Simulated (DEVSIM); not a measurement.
Device: Si p-i-n diode, at 300 K.

| layer (left to right) | material | thickness (μm) | Nd (cm⁻³) | Na (cm⁻³) | τn (s) | τp (s) |
|---|---|---|---|---|---|---|
| 1 | Si | 1.20 | - | 1.1e17 | 3.6e-5 | 3.6e-5 |
| 2 | Si | 1.30 | 9.6e11 | - | 3.6e-5 | 1.1e-6 |
| 3 | Si | 0.390 | 5.4e17 | - | 3.6e-5 | 3.6e-5 |

Left contact: ohmic. Right contact: ohmic. Voltage is applied to the left contact. Recombination: SRH at mid-gap. Gap narrowing is on: ΔEg = 6.92 meV × (l + √(l² + 0.5)), l = ln(N/1.3e17 cm⁻³), shared equally by both band edges. Mobility is μmin + (μ − μmin)/(1 + (N/Nref)^α).

Constants are typed, rounded textbook-type inputs, not results; the design itself was drawn at random and stands for no fabricated device. Values at 300 K.

```tsv
parameter	Si
gap (eV)	1.124
affinity (eV)	4.05
permittivity	11.7
Nc (cm⁻³)	2.86e19
Nv (cm⁻³)	3.1e19
μn (cm²/Vs)	1417
μp (cm²/Vs)	470
μn,min	52
μp,min	45
Nref,n	9.7e16
Nref,p	2.2e17
αn	0.68
αp	0.72
```

DEVSIM, 1D drift-diffusion, Boltzmann statistics, complete ionisation; no tunnelling, impact ionisation, image-force lowering or self-heating.

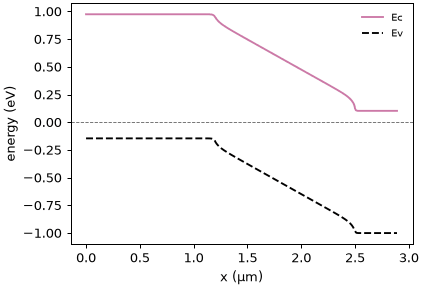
Figure: Band edges at zero bias

Energies count from the Fermi level of the right contact; mesh points crowd at the junctions.

```json
[
 {"x (μm)": "0.000", "Ec (eV)": "0.974", "Ev (eV)": "-0.146", "n (cm⁻³)": "1200", "p (cm⁻³)": "1.1e17", "field (V/cm)": "≈ 0"},
 {"x (μm)": "0.02976", "Ec (eV)": "0.974", "Ev (eV)": "-0.146", "n (cm⁻³)": "1200", "p (cm⁻³)": "1.1e17", "field (V/cm)": "≈ 0"},
 {"x (μm)": "0.09027", "Ec (eV)": "0.974", "Ev (eV)": "-0.146", "n (cm⁻³)": "1200", "p (cm⁻³)": "1.1e17", "field (V/cm)": "≈ 0"},
 {"x (μm)": "0.2273", "Ec (eV)": "0.974", "Ev (eV)": "-0.146", "n (cm⁻³)": "1200", "p (cm⁻³)": "1.1e17", "field (V/cm)": "≈ 0"},
 {"x (μm)": "0.6471", "Ec (eV)": "0.974", "Ev (eV)": "-0.146", "n (cm⁻³)": "1200", "p (cm⁻³)": "1.1e17", "field (V/cm)": "≈ 0"},
 {"x (μm)": "0.9609", "Ec (eV)": "0.974", "Ev (eV)": "-0.146", "n (cm⁻³)": "1200", "p (cm⁻³)": "1.1e17", "field (V/cm)": "≈ 0"},
 {"x (μm)": "1.099", "Ec (eV)": "0.974", "Ev (eV)": "-0.146", "n (cm⁻³)": "1200", "p (cm⁻³)": "1.1e17", "field (V/cm)": "≈ 0"},
 {"x (μm)": "1.181", "Ec (eV)": "0.968", "Ev (eV)": "-0.152", "n (cm⁻³)": "1600", "p (cm⁻³)": "8.5e16", "field (V/cm)": "-5100"},
 {"x (μm)": "1.204", "Ec (eV)": "0.943", "Ev (eV)": "-0.181", "n (cm⁻³)": "4200", "p (cm⁻³)": "2.8e16", "field (V/cm)": "-16000"},
 {"x (μm)": "1.239", "Ec (eV)": "0.903", "Ev (eV)": "-0.221", "n (cm⁻³)": "20000", "p (cm⁻³)": "6.0e15", "field (V/cm)": "-8800"},
 {"x (μm)": "1.316", "Ec (eV)": "0.850", "Ev (eV)": "-0.274", "n (cm⁻³)": "150000", "p (cm⁻³)": "7.7e14", "field (V/cm)": "-6000"},
 {"x (μm)": "1.565", "Ec (eV)": "0.711", "Ev (eV)": "-0.413", "n (cm⁻³)": "3.2e7", "p (cm⁻³)": "3.6e12", "field (V/cm)": "-5400"},
 {"x (μm)": "1.970", "Ec (eV)": "0.491", "Ev (eV)": "-0.633", "n (cm⁻³)": "1.6e11", "p (cm⁻³)": "7.3e8", "field (V/cm)": "-5400"},
 {"x (μm)": "2.272", "Ec (eV)": "0.327", "Ev (eV)": "-0.797", "n (cm⁻³)": "9.2e13", "p (cm⁻³)": "1300000", "field (V/cm)": "-5500"},
 {"x (μm)": "2.434", "Ec (eV)": "0.229", "Ev (eV)": "-0.895", "n (cm⁻³)": "4.1e15", "p (cm⁻³)": "29000", "field (V/cm)": "-7900"},
 {"x (μm)": "2.483", "Ec (eV)": "0.174", "Ev (eV)": "-0.950", "n (cm⁻³)": "3.4e16", "p (cm⁻³)": "3400", "field (V/cm)": "-17000"},
 {"x (μm)": "2.508", "Ec (eV)": "0.108", "Ev (eV)": "-0.995", "n (cm⁻³)": "4.3e17", "p (cm⁻³)": "600", "field (V/cm)": "-9800"},
 {"x (μm)": "2.542", "Ec (eV)": "0.103", "Ev (eV)": "-1.000", "n (cm⁻³)": "5.4e17", "p (cm⁻³)": "480", "field (V/cm)": "-23"},
 {"x (μm)": "2.648", "Ec (eV)": "0.103", "Ev (eV)": "-1.000", "n (cm⁻³)": "5.4e17", "p (cm⁻³)": "480", "field (V/cm)": "≈ 0"},
 {"x (μm)": "2.778", "Ec (eV)": "0.103", "Ev (eV)": "-1.000", "n (cm⁻³)": "5.4e17", "p (cm⁻³)": "480", "field (V/cm)": "≈ 0"},
 {"x (μm)": "2.849", "Ec (eV)": "0.103", "Ev (eV)": "-1.000", "n (cm⁻³)": "5.4e17", "p (cm⁻³)": "480", "field (V/cm)": "≈ 0"},
 {"x (μm)": "2.890", "Ec (eV)": "0.103", "Ev (eV)": "-1.000", "n (cm⁻³)": "5.4e17", "p (cm⁻³)": "480", "field (V/cm)": "≈ 0"}
]
```
